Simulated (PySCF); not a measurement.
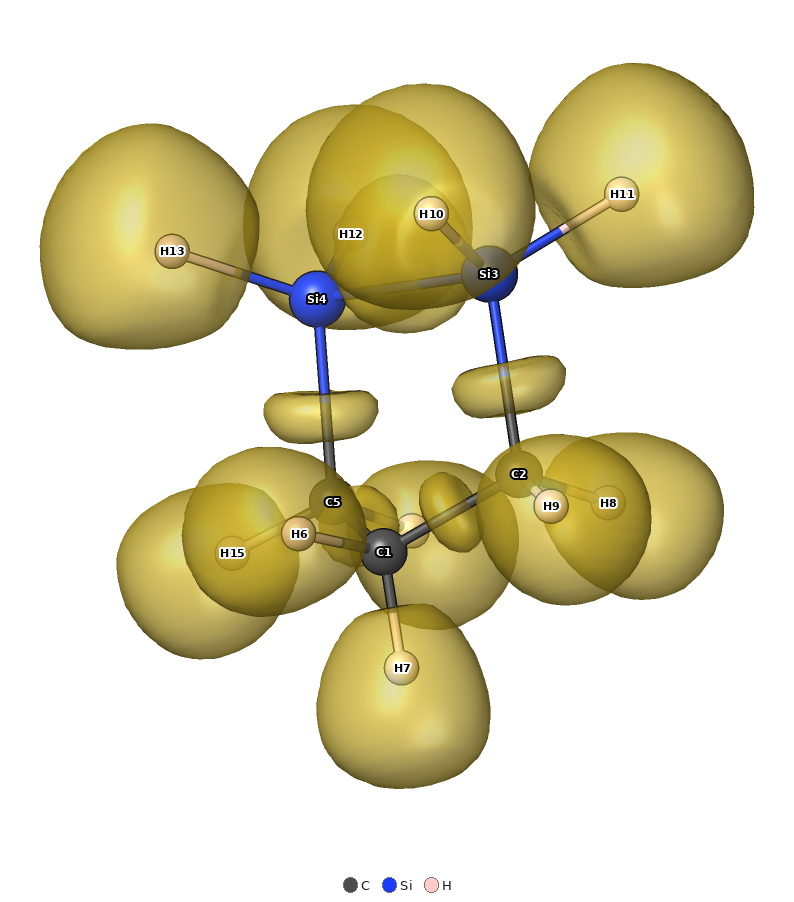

*C3H10Si2. Isosurface of the electron localisation function at 0.85 (yellow), seen at an oblique angle. Only the valence region is drawn (cores and ρ < 0.01 e/Å³ removed).*

Geometry: PBE0-D3(BJ)/def2-SVP.

Level of theory: PBE0/def2-SVPD, SCF density, gas phase in PySCF 2.14.0.

```xyz
15

C     0.3340   -1.1476   -0.3456
C    -1.0424   -0.7565    0.2131
Si   -1.2958    1.1224   -0.0125
Si    1.0086    1.5622    0.0041
C     1.4595   -0.2786    0.2356
H     0.3237   -1.0436   -1.4461
H     0.5361   -2.2143   -0.1488
H    -1.0819   -0.9758    1.2948
H    -1.8501   -1.3403   -0.2555
H    -1.9496    1.4346   -1.3225
H    -2.1097    1.7376    1.0808
H     1.5236    2.4292    1.1085
H     1.5246    2.0982   -1.2949
H     1.5525   -0.4667    1.3201
H     2.4349   -0.5269   -0.2115
```

> What do the ELF domains correspond to?

The ELF exceeds this value in two regions between bonded C–C atoms (shared pairs), two regions between bonded C–Si atoms (shared pairs), one region between bonded Si–Si atoms (shared pairs) and ten regions around hydrogen nuclei. Profiles from the grid: C–C (1.54 Å): the ELF peaks at about 0.95 between the atoms: a shared electron pair. C–Si (1.91 Å): the ELF peaks at about 0.95 between the atoms (localised, covalent bonding).
